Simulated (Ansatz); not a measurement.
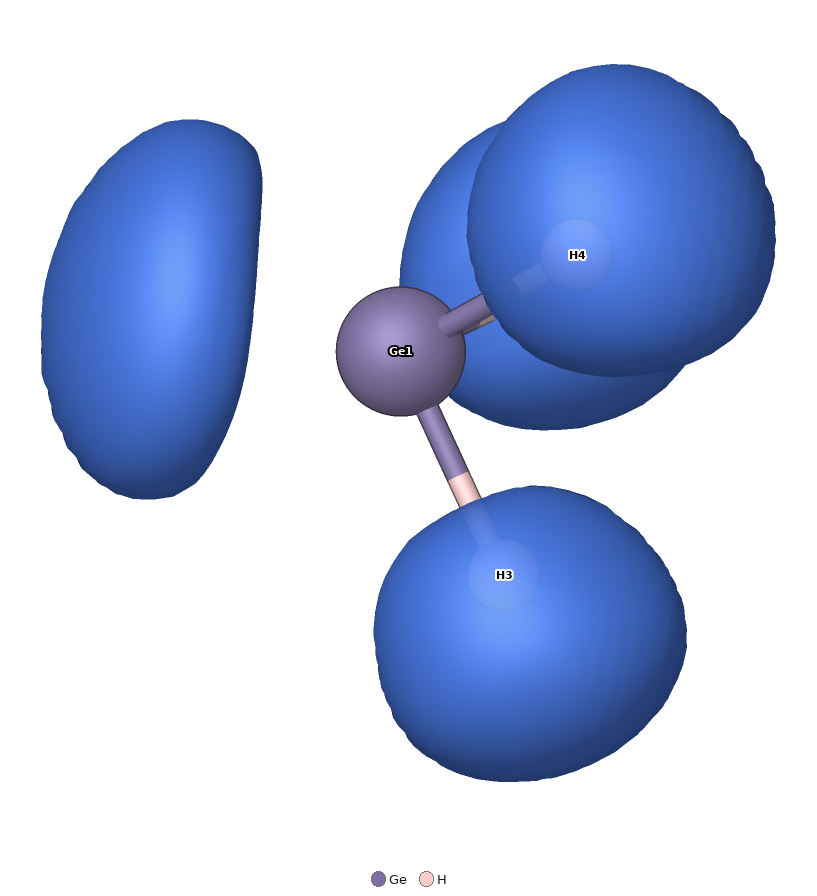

*GeH₃ (charge −1). Isosurface of the ELF at 0.9 (blue), seen at an oblique angle. Core shells and regions of very low density are left out.*

Geometry: r2SCAN-D4/def2-TZVPD; the highest occupied orbital lies above zero, a sign that basis and functional describe the outermost electron poorly.

The calculation used RKS PBE0-D4/def2-TZVPD in Ansatz 0.2.0.

### Where are the electrons localised?

At this value the surface marks out three regions around hydrogen nuclei and one lobe on Ge, pointing away from the bonds (lone pairs). Profiles from the grid: Ge–H (1.61 Å): the ELF climbs to about 1 towards the hydrogen.
